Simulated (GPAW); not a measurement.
## Al K ELNES/XANES of MgMn2Al2O6 (P1) from DFT

What does one-electron theory with a core hole give for the Al K edge of MgMn2Al2O6 (P1)?

Calculated with GPAW 26.7.0; X-ray absorption from dipole matrix elements to empty bands, plane-wave PAW PBE+U.

## 1. Starting point

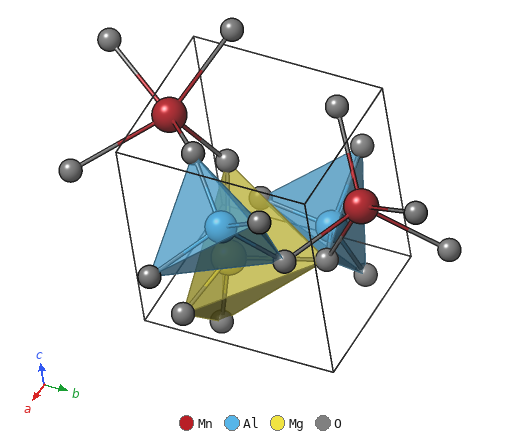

The cell as given, slightly off an axis (manganese red, aluminium blue, magnesium yellow, oxygen grey). Some periodic images of atoms are drawn too.

## 2. The field without a hole

A plain self-consistent run shows whether there is a gap and which moments survive; both decide the set-up of the core-hole run.

File scf.py:

```python
import numpy as np
from ase import Atoms
from ase.parallel import parprint, paropen
from gpaw import GPAW, PW, FermiDirac, Mixer, MixerDif, setup_paths
from gpaw.test import gen
setup_paths.insert(0, '.')
gen('Al', name='nch1s', xcname='PBE', corehole=(1, 0, 0), write_xml=True)
from gpaw.mpi import world
world.barrier()

atoms = Atoms('Mn2Al2MgO6',
    cell=[[4.99243128, 0, 0],
     [2.3550023, 5.01509355, 0],
     [2.21448647, 1.17033366, 5.15527012]],
    scaled_positions=[[0.48193835, 0.05173212, 0.88156138],
     [0.26721511, 0.91515347, 0.45638021],
     [0.93525518, 0.47773096, 0.65918138],
     [0.05960184, 0.61880844, 0.10207228],
     [0.64050881, 0.33208084, 0.22930362],
     [0.08639005, 0.26617703, 0.18044793],
     [0.71765355, 0.27478977, 0.88406403],
     [0.32134269, 0.24201619, 0.55576841],
     [0.75687915, 0.70145001, 0.39824055],
     [0.34270998, 0.71408884, 0.12782186],
     [0.97800631, 0.71847334, 0.78904636]],
    magmoms=[4.0, 4.0, 0.0, 0.0, 0.0, 0.0, 0.0, 0.0, 0.0, 0.0, 0.0],
    pbc=True)
atoms.calc = calc = GPAW(legacy_gpaw=True, mode=PW(500, force_complex_dtype=True), xc='PBE', setups={'Mn': ':d,4', 2: 'nch1s'},
    kpts={'size': (3, 3, 3), 'gamma': True}, occupations=FermiDirac(0.05),
    charge=0, mixer=MixerDif(0.05, 8, 50), maxiter=150,
    convergence={'density': 0.0001, 'eigenstates': 1e-6}, txt='scf.txt')
energy = atoms.get_potential_energy() + calc.get_reference_energy()
ef = calc.get_fermi_level()
out = dict(energy=energy, fermi=ef, forces=atoms.get_forces().tolist(), magmoms=atoms.get_magnetic_moments().tolist())
parprint(f'all-electron energy {energy:.4f} eV, Fermi level {ef:.4f} eV')
ev = np.array([[calc.get_eigenvalues(k, s) for k in range(len(calc.get_ibz_k_points()))] for s in range(calc.get_number_of_spins())])
out['homo'], out['lumo'], out['counts'] = ev[ev < ef].max(), ev[ev > ef].min(), sorted(set((ev < ef).sum((0, 2)).tolist()))
out['filled'] = (ev[:, 0] < ef).sum(1).tolist()
import json
with paropen('out.json', 'w') as f:
    json.dump(out, f)
```

Command:

```
> OMP_NUM_THREADS=1 mpirun -n 4 gpaw python scf.py
```

Numbers of over 12 decimals in the logs are rounded to 6 here.

The log of the run:

```text
Input parameters:
  convergence: {density: 0.0001,
                eigenstates: 1e-06}
  kpts: {gamma: True,
         size: (3, 3, 3)}
  maxiter: 150
  mixer: {backend: pulay,
          beta: 0.05,
          method: difference,
          nmaxold: 8,
          weight: 50}
  mode: {ecut: 500.0,
         force_complex_dtype: True,
         name: pw}
  occupations: {fixmagmom: False,
                name: fermi-dirac,
                width: 0.05}
  setups: {2: nch1s,
           Mn: :d,4}
  xc: PBE

Initialize ...

[... PAW data sets ...]

Reference energy: -93929.781585  # eV

Spin-polarized calculation.
Initial magnetic moment: 8.000000

[... convergence settings ...]
Symmetries present (total): 1
  [... symmetry matrices ...]

27 k-points: 3 x 3 x 3 Monkhorst-Pack grid
14 k-points in the irreducible part of the Brillouin zone
       k-points in crystal coordinates                weights
   0:     0.00000000    0.00000000    0.00000000          1/27
   1:     0.00000000    0.00000000    0.33333333          2/27
   2:     0.00000000    0.33333333   -0.33333333          2/27
   3:     0.00000000    0.33333333    0.00000000          2/27
   4:     0.00000000    0.33333333    0.33333333          2/27
   5:     0.33333333   -0.33333333   -0.33333333          2/27
   6:     0.33333333   -0.33333333    0.00000000          2/27
   7:     0.33333333   -0.33333333    0.33333333          2/27
   8:     0.33333333    0.00000000   -0.33333333          2/27
   9:     0.33333333    0.00000000    0.00000000          2/27
          ...
  13:     0.33333333    0.33333333    0.33333333          2/27

Wave functions: Plane wave expansion
  Cutoff energy: 500.000 eV
  Number of coefficients (min, max): 3267, 3291
  Pulay-stress correction: 0.000000 eV/Ang^3 (de/decut=0.000000)
  Using FFTW library
  Wavefunction extrapolation:
    Improved wavefunction reuse through dual PAW basis

Occupation numbers: Fermi-Dirac:
  width: 0.0500  # eV

Eigensolver
   Davidson(niter=2)

Densities:
  Coarse grid: 27*30*30 grid
  Fine grid: 54*60*60 grid
  Total Charge: 0.000000

Density mixing:
  Method: difference
  Backend: pulay
  Linear mixing parameter: 0.05
  old densities: 8
  Width of damping distribution: 1.1
  Damping of long wavelength oscillations: 50

[... Hamiltonian set-up ...]
Number of atoms: 11
Number of atomic orbitals: 66
Number of bands in calculation: 58
Number of valence electrons: 82
Bands to converge: occupied

... initialized

Initializing position-dependent things.

Density initialized from atomic densities
Creating initial wave functions:
  58 bands from LCAO basis set

                    O     O
               Mn      Al
                 Mn
            O        O

          Al  OMg
       O

Atomic positions and initial magnetic moments

Positions:
   0 Mn     4.480079    1.291162    4.544687    ( 0.0000,  0.0000,  4.0000)
   1 Mn     4.499889    5.123697    2.352763    ( 0.0000,  0.0000,  4.0000)
   2 Al     7.254003    3.167328    3.398258    ( 0.0000,  0.0000,  0.0000)
   3 Al     1.980891    3.222841    0.526210    ( 0.0000,  0.0000,  0.0000)
   4 Mg     4.487537    1.933778    1.182122    ( 0.0000,  0.0000,  0.0000)
   5 O      1.457743    1.546087    0.930258    ( 0.0000,  0.0000,  0.0000)
   6 O      6.187714    2.412746    4.557589    ( 0.0000,  0.0000,  0.0000)
   7 O      3.404972    1.864168    2.865136    ( 0.0000,  0.0000,  0.0000)
   8 O      6.312482    3.983912    2.053038    ( 0.0000,  0.0000,  0.0000)
   9 O      3.675697    3.730817    0.658956    ( 0.0000,  0.0000,  0.0000)
  10 O      8.321968    4.526659    4.067747    ( 0.0000,  0.0000,  0.0000)

Unit cell:
           periodic     x           y           z      points  spacing
  1. axis:    yes    4.992431    0.000000    0.000000    27     0.1606
  2. axis:    yes    2.355002    5.015094    0.000000    30     0.1630
  3. axis:    yes    2.214486    1.170334    5.155270    30     0.1718

  Lengths:   4.992431   5.540505   5.731530
  Angles:   69.570453  67.271236  64.846052

Effective grid spacing dv^(1/3) = 0.1745

iter:   1   -87.665231                   +8.0111
iter:   2   -86.391740   -0.70  -0.91    +9.4033
iter:   3   -80.173272   -0.47  -0.95    +9.9112
iter:   4   -80.191633   -1.24  -1.32    +9.9300
iter:   5   -80.655464   -1.46  -1.41    +9.9825
iter:   6   -80.346774   -2.11  -1.75    +9.9796
iter:   7   -80.232815   -1.87  -2.14    +9.9965
iter:   8   -80.213809   -3.13  -2.23    +9.9988
iter:   9   -80.212386c  -4.43  -2.65    +9.9996
iter:  10   -80.209984c  -4.40  -2.74    +10.0002
iter:  11   -80.209707c  -4.28  -3.01    +10.0001
iter:  12   -80.209370c  -4.47  -3.26    +10.0001
iter:  13   -80.209192c  -5.01  -3.37    +10.0000
iter:  14   -80.209430c  -4.58  -3.57    +10.0000
iter:  15   -80.209330c  -5.78  -3.84    +10.0000
iter:  16   -80.209330c  -6.71c -4.22c   +10.0000

Converged after 16 iterations.

Dipole moment: (-1.127402, 0.527582, -0.715062) |e|*Ang

Total magnetic moment: (0.000000, 0.000000, 10.000005)
Local magnetic moments:
   0 Mn ( 0.000000,  0.000000,  4.500385)
   1 Mn ( 0.000000,  0.000000,  4.524689)
   2 Al ( 0.000000,  0.000000,  0.011667)
   3 Al ( 0.000000,  0.000000,  0.012379)
   4 Mg ( 0.000000,  0.000000,  0.004456)
   5 O  ( 0.000000,  0.000000,  0.043376)
   6 O  ( 0.000000,  0.000000,  0.026344)
   7 O  ( 0.000000,  0.000000,  0.040693)
   8 O  ( 0.000000,  0.000000,  0.023835)
   9 O  ( 0.000000,  0.000000,  0.032205)
  10 O  ( 0.000000,  0.000000,  0.028756)

Energy contributions relative to reference atoms: (reference = -93929.781585)

Kinetic:        +94.419497
Potential:      -79.317158
External:        +0.000000
XC:             -95.576967
Entropy (-ST):   -0.000000
Local:           +0.265299
SIC:             +0.000000
--------------------------
Free energy:    -80.209330
Extrapolated:   -80.209330

Spin contamination: 0.012471 electrons
Showing only first 2 kpts
                      Up                     Down
 Kpt  Band  Eigenvalues  Occupancy  Eigenvalues  Occupancy
  0    39      3.21423    1.00000      9.61306    0.00000
  0    40      3.34592    1.00000      9.90044    0.00000
  0    41      3.61082    1.00000     10.43123    0.00000
  0    42      3.87056    1.00000     10.54487    0.00000

  1    39      3.08234    1.00000      9.58668    0.00000
  1    40      3.19377    1.00000      9.88140    0.00000
  1    41      3.40662    1.00000     10.29571    0.00000
  1    42      3.67377    1.00000     10.56509    0.00000

Fermi level: 5.65296

Gap: 1.586 eV
Transition (v -> c):
  (s=0, k=11, n=45, [0.33, 0.33, -0.33]) -> (s=0, k=0, n=46, [0.00, 0.00, 0.00])
Direct/indirect transitions are different
Direct gap: 1.805 eV
Transition at: (s=0, k=0, n=45, [0.00, 0.00, 0.00])

Forces in eV/Ang:
  0 Mn   -0.01229   -0.02154   -0.01602
  1 Mn   -0.01762   -0.05951    0.03861
  2 Al    0.01433    0.05928   -0.04948
  3 Al   -0.03177    0.02016   -0.04634
  4 Mg    0.02892   -0.01904   -0.01546
  5 O    -0.09198   -0.00503    0.04562
  6 O    -0.02433   -0.01280    0.12341
  7 O     0.05674   -0.06062   -0.10678
  8 O    -0.04449    0.05749   -0.00953
  9 O     0.09726   -0.03342    0.05187
 10 O     0.02622    0.05991   -0.00349
Scalar-relativistic atomic PBE calculation for Al (Aluminium, Z=13)
Core hole in 1s state (1s occupation: 2.0)
450 radial gridpoints.
|------------------------------------------------|
|------------------------------------------------|
[... the atom generator's iteration count ...]

Energy contributions:
-------------------------
Kinetic:     +243.092050
XC:           -18.430760
Potential:   -467.332630
-------------------------
Total:       -242.671339

state      eigenvalue         ekin         rmax
-----------------------------------------------
1s^2.0 :   -55.527259    79.629143        0.078
2s^2.0 :    -3.974690    10.786763        0.497
2p^6.0 :    -2.559317     9.907530        0.429
3s^2.0 :    -0.284901     1.088737        2.087
3p^1.0 :    -0.099662     0.637585        2.639
-----------------------------------------------
(units: Bohr and Hartree)

Generating PAW setup
Kinetic energy of the core from tauc = 240.725374
Cutoffs:
rc(s)=2.050
rc(p)=2.050
rc(d)=2.050
rc(vbar)=1.845
rc(comp)=2.050
rc(nct)=2.050

Kinetic energy of the core states: 240.276991
Charge: 0.0
Core electrons: 10.0
Valence electrons: 3.0
Pseudo-core charge: 0.382292
Shape function alpha=2.380
Pseudo-electron charge 3.476789
state    eigenvalue         norm
--------------------------------
3s(2) :    -0.284901     1.047805
*s    :     0.715099
3p(1) :    -0.099662     0.998886
*p    :     0.900338
*d    :     0.000000
--------------------------------

Diagonalizing with gridspacing h=0.050

state   all-electron     PAW
-------------------------------
3s:      -0.284901    -0.284982
3p:      -0.099662    -0.099717
*d:                    0.026616
*f:                    0.063447
-------------------------------
all-electron energy -94009.9909 eV, Fermi level 5.6530 eV
```

It took 23 s on 4 MPI ranks of AMD EPYC 9R45 (Zen 5), shared host; peak memory 0.35 GiB.

The mesh shows a gap of 1.59 eV, so the hole is first treated in a charged cell, without the excited electron.

Site moments (μB): 4.50, 4.53, 0.01, 0.01, 0.00, 0.04, 0.03, 0.04, 0.02, 0.03, 0.03.

## 3. Cell without a hole, the energy reference

The photon energy needs a difference of total energies, so the cell and mesh of the coming hole run are first run without a hole.

scf.py: that of step 2 with these lines changed.

```diff
@@ -28,3 +28,3 @@
 atoms.calc = calc = GPAW(legacy_gpaw=True, mode=PW(500, force_complex_dtype=True), xc='PBE', setups={'Mn': ':d,4', 2: 'nch1s'},
-    kpts={'size': (3, 3, 3), 'gamma': True}, occupations=FermiDirac(0.05),
+    kpts={'size': (3, 3, 3), 'gamma': True}, occupations=FermiDirac(0.02),
     charge=0, mixer=MixerDif(0.05, 8, 50), maxiter=150,
```

The log of the run:

```text
Input parameters:
  convergence: {density: 0.0001,
                eigenstates: 1e-06}
  kpts: {gamma: True,
         size: (3, 3, 3)}
  maxiter: 150
  mixer: {backend: pulay,
          beta: 0.05,
          method: difference,
          nmaxold: 8,
          weight: 50}
  mode: {ecut: 500.0,
         force_complex_dtype: True,
         name: pw}
  occupations: {fixmagmom: False,
                name: fermi-dirac,
[...]
--------------------------------
3s(2) :    -0.284901     1.047805
*s    :     0.715099
3p(1) :    -0.099662     0.998886
*p    :     0.900338
*d    :     0.000000
--------------------------------

Diagonalizing with gridspacing h=0.050

state   all-electron     PAW
-------------------------------
3s:      -0.284901    -0.284982
3p:      -0.099662    -0.099717
*d:                    0.026616
*f:                    0.063447
-------------------------------
all-electron energy -94009.9909 eV, Fermi level 5.4297 eV
[key lines of the parts left out:]
Converged after 16 iterations.
Dipole moment: (-1.127402, 0.527582, -0.715062) |e|*Ang
Free energy:    -80.209330
Fermi level: 5.42972
```

Wall time 23 s (4 MPI ranks); peak memory 0.35 GiB.

Reference energy: -94009.991 eV with the cores included.

(Part 1 of 2 ends here.)

[Banner, clock and machine lines of the logs are left out without a mark of their own.]

[Logs are printed without paths, hosts, clocks, repeated set-up lines and the standing remarks that a program may print on its own settings, such as how far it seeks lower states.]

[Hosts, paths, dates, database ids (printed as entryN), source tags and the programs' standing remarks are cut or masked in the printed files.]

[Lists of maxima count a maximum above −3 eV only where it reaches 4 % of the highest in the window and stands out from its surroundings by 2 % of it (1.5 % where it reaches 55 %); shoulders and weaker maxima are passed over, and of the rest the first, up to two pre-edge ones and the few strongest are named.]
